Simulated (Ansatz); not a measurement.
## Electronic structure of C₂H₄OSe in real space

```xyz
8

C    -0.4990    0.8773    0.3826
O    -0.4415   -0.5406    0.2619
C     0.5609   -1.0461   -0.4308
Se    0.8033   -2.7673   -0.7021
H    -1.3738    1.0985    1.0010
H     0.4061    1.2636    0.8733
H    -0.6186    1.3470   -0.6043
H     1.2550   -0.2895   -0.8374
```

Method: RKS r2SCANh-D4/def2-SVP (Ansatz 0.2.0).

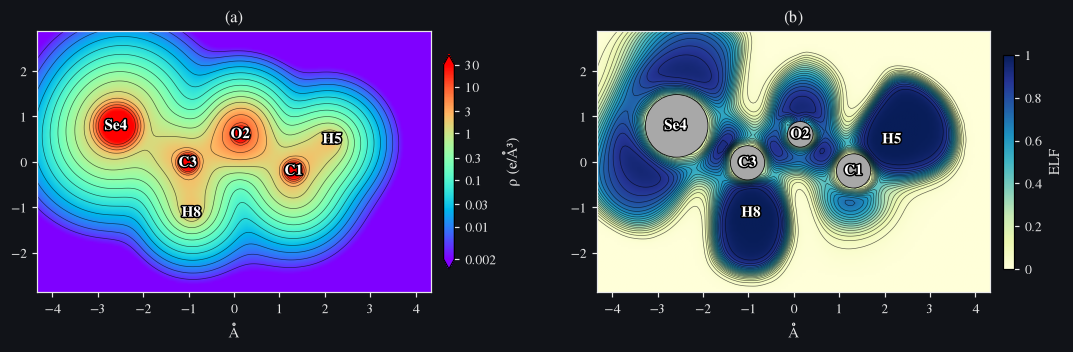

Figure 1. (a) electron density; (b) ELF on the plane of atoms Se4, C3 and H8. Grey discs cover the atomic cores in the ELF map.

**What does the map show?**

The plane passes through C, O, Se and H nuclei. C–O (1.32 Å): ρ is about 2.6 e/Å³ halfway; the ELF peaks at about 0.90 between the atoms, as expected for a shared but strongly polarised pair. C–Se (1.76 Å): ρ at the midpoint is about 1.3 e/Å³; the ELF peaks at about 0.90 between the atoms, as expected for localised, covalent bonding. C–H (1.09 Å): the density is about 2 e/Å³ at the midpoint; the ELF climbs to about 1 towards the hydrogen, as it does in any bond to H (an ordinary covalent bond to hydrogen). C–O (1.42 Å): ρ at the midpoint is about 2 e/Å³, with its minimum of 1.6 e/Å³ about 0.5 Å from C; the ELF peaks at about 0.90 between the atoms, as expected for a polar covalent bond. The ELF also peaks beside Se4 and O2, away from the bonds: lone-pair regions.

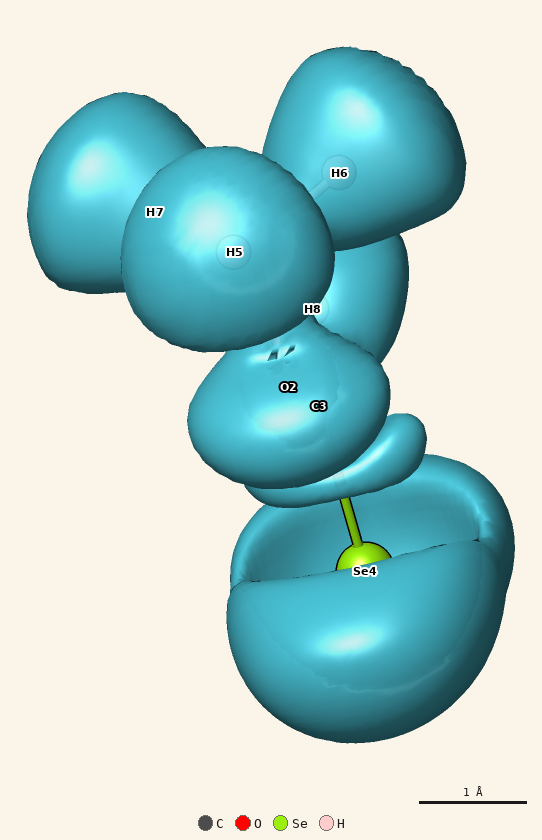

Figure 2. Isosurface of the electron localisation function at 0.75 (cyan), seen at an oblique angle. Core shells and regions of very low density are left out.

**Describe the localisation domains.**

The ELF exceeds this value in one region between bonded C–Se atoms (shared pairs), four regions around hydrogen nuclei, one region on O in which the atom's valence shell and bonds are merged and one ring or bowl of non-bonding electrons around Se.

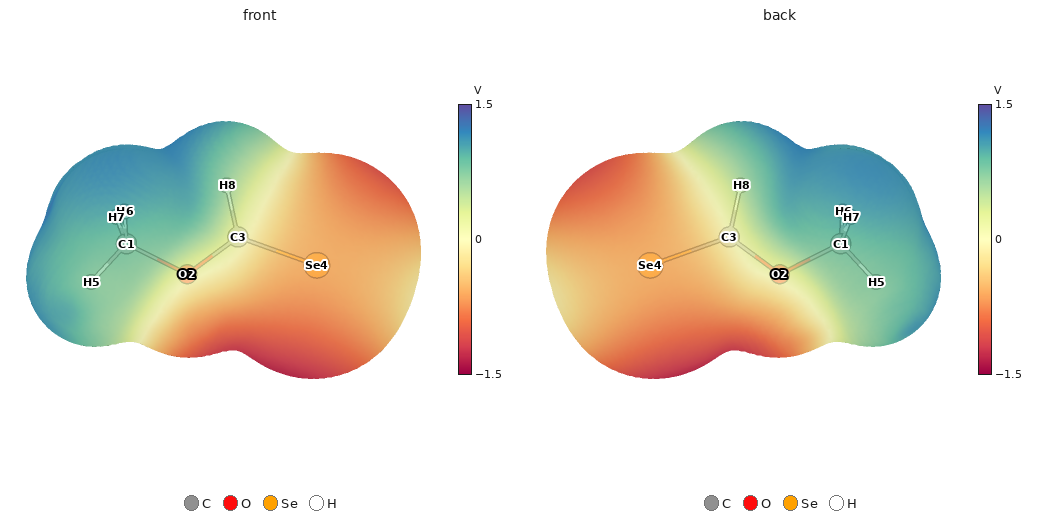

Figure 3. The molecular electrostatic potential painted on the density surface at 0.001 e/bohr³, seen from the front and from behind; the colour scale runs from red (negative) to blue (positive).

**Which sites attract a positive test charge, and which a negative one?**

A positive charge is drawn to the negative regions and a negative charge to the positive ones. The most negative region (about −1.3 V) lies over Se4, the most positive (about +1.2 V) over C1 and H8.
